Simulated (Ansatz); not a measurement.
**SiH2Br− (SMILES [SiH2-]Br): CCSD(T)/STO-3G**

What is the vertical ionisation energy of SiH2Br− at CCSD(T)/STO-3G? 

The results are computed with Ansatz 0.2.0.

4 further runs of the same task are left out: 2 that didn't finish, 2 set aside as unsound or not needed.

### Step 1. Starting point

SiH2Br− has 4 atoms, charge -1, and is taken as a singlet. SMILES: `[SiH2-]Br`. The coordinates come from a GFN2-xTB relaxation.

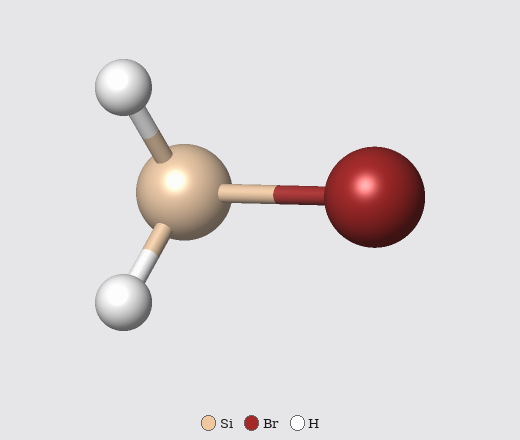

The structure, seen from a chosen angle (silicon light orange, bromine red, hydrogen white).

### Step 2. A single-point energy at CCSD(T)/STO-3G

run.yaml

```yaml
basis:
  gaussian:
    orbitals: STO-3G
crystal:
  periodic: [false, false, false]
  atoms:
    - {symbol: Si, position_ang: [-0.191960, -0.343010, -0.619410]}
    - {symbol: Br, position_ang: [1.687710, -0.271360, 0.911070]}
    - {symbol: H, position_ang: [-1.209900, -0.529990, 0.461390]}
    - {symbol: H, position_ang: [-0.285850, 1.144360, -0.753060]}
total_charge: -1
correlation:
  method: ccsd_t
  frozen_orbitals: {Br: 9, H: 0, Si: 5}
accuracy: high
scf:
  omitted_lower_state_checks: [cluster_reference, increment]
```

Command:

```sh
$ ansatz run run.yaml --threads 1 --pin off --max-ram 2610MiB --events-out events.jsonl --progress --plain --runs-dir runs
```

Output, shortened:

```text
Warning: RAYON_NUM_THREADS=1 ignored (pool sized by the plan → 1); use --threads N
Functional definition: HF
  name "HF"
[...]
413 factors; integrals over basis functions are off by at most 1.4e-8 eV
[...]
mean field -77043.72343458 eV, -2831.3046141094 hartree, gradient 8.6e-8 eV, S^2 0.000000; 0 other end points of the search recorded, 0 dependent functions left out
14 core orbitals not correlated: weight in the atoms' cores, before any rotation towards them, 1.000 or more for the frozen orbitals, at most 0.000 for the correlated occupied ones
reference -77043.72343458 eV, -2831.3046141094 hartree; 12, 12 occupied and 3, 3 virtual orbitals, 413 factors
second order -0.92765663 eV of doubles, -0.00000000 eV of singles
cycle   1  -1.19669771 eV  change   -2.7e-1 eV  update   4.8e-2
[...]
cycle  18  -1.34954852 eV  change  -9.8e-10 eV  update  5.8e-10
perturbative correction -0.00619127 eV, -0.0002275249 hartree
Total energy: -77045.07917436 eV, -2831.3544366276 hartree
Checks for a lower state left out: cluster_reference, increment
```

Wall time 0.32 s (1 thread of Arm Neoverse V1, shared host).

### Step 3. Doublet neutral SiH2Br, same level

input.yaml

```yaml
crystal:
  periodic: [false, false, false]
  atoms:
    - symbol: Si
      position_ang: [-0.191960, -0.343010, -0.619410]
    - symbol: Br
      position_ang: [1.687710, -0.271360, 0.911070]
    - symbol: H
      position_ang: [-1.209900, -0.529990, 0.461390]
    - symbol: H
      position_ang: [-0.285850, 1.144360, -0.753060]
basis:
  gaussian: {orbitals: STO-3G}
magnetization: {spin_polarized: true, initial_magnetization: 1}
correlation: {method: ccsd_t, frozen_orbitals: {Br: 9, H: 0, Si: 5}}
accuracy: high
scf: {omitted_lower_state_checks: [cluster_reference, increment]}
```

Command:

```sh
$ ansatz run input.yaml --threads 1 --pin off --max-ram 2610MiB --events-out events.jsonl --progress --plain --runs-dir runs
```

Output, shortened:

```text
Warning: RAYON_NUM_THREADS=1 ignored (pool sized by the plan → 1); use --threads N
[... 2 set-up lines as earlier in the session ...]
[...]
410 factors; integrals over basis functions are off by at most 1.4e-8 eV
[...]
mean field -77046.10272215 eV, -2831.3920513150 hartree, gradient 8.2e-9 eV, S^2 0.752666; 0 other end points of the search recorded, 0 dependent functions left out
14 core orbitals not correlated: weight in the atoms' cores, before any rotation towards them, 1.000 or more for the frozen orbitals, at most 0.000 for the correlated occupied ones
reference -77046.10272215 eV, -2831.3920513150 hartree; 12, 11 occupied and 3, 4 virtual orbitals, 410 factors
second order -1.05686913 eV of doubles, -0.00000000 eV of singles
cycle   1  -1.36916726 eV  change   -3.1e-1 eV  update   6.1e-2
[...]
cycle  24  -1.58281029 eV  change   1.2e-10 eV  update   2.4e-9
perturbative correction -0.02697222 eV, -0.0009912107 hartree
Total energy: -77047.71250466 eV, -2831.4512097309 hartree
Checks for a lower state left out: cluster_reference, increment
```

It took 0.55 s on 1 thread of Arm Neoverse V1, shared host.

### Step 4. What came out

At CCSD(T)/STO-3G, 14 core orbitals frozen:

```
                                                            quantity           value
                                       singlet SiH2Br−: total energy  -2831.35444 Eh
       singlet SiH2Br−: correlation energy (14 core orbitals frozen)       -49.8 mEh
                                     singlet SiH2Br−: (T) correction       -0.23 mEh
                                      singlet SiH2Br−: T1 diagnostic           0.005
                                doublet neutral SiH2Br: total energy  -2831.45121 Eh
doublet neutral SiH2Br: correlation energy (14 core orbitals frozen)       -59.2 mEh
                              doublet neutral SiH2Br: (T) correction       -0.99 mEh
           doublet neutral SiH2Br: ⟨S²⟩ of the reference determinant           0.753
                               doublet neutral SiH2Br: T1 diagnostic           0.012
                 vertical detachment energy (to the doublet neutral)       -2.633 eV
```

The species is unbound against losing an electron at this level, by 2.63 eV (−61 kcal/mol); missing correlation or diffuse functions can give that sign where the real anion is bound. In a minimal basis such a difference can be off by several eV, whatever the method. The triples (singlet SiH2Br−) make up 0.5 % of the correlation energy. The triples (doublet neutral SiH2Br) make up 1.7 % of the correlation energy.
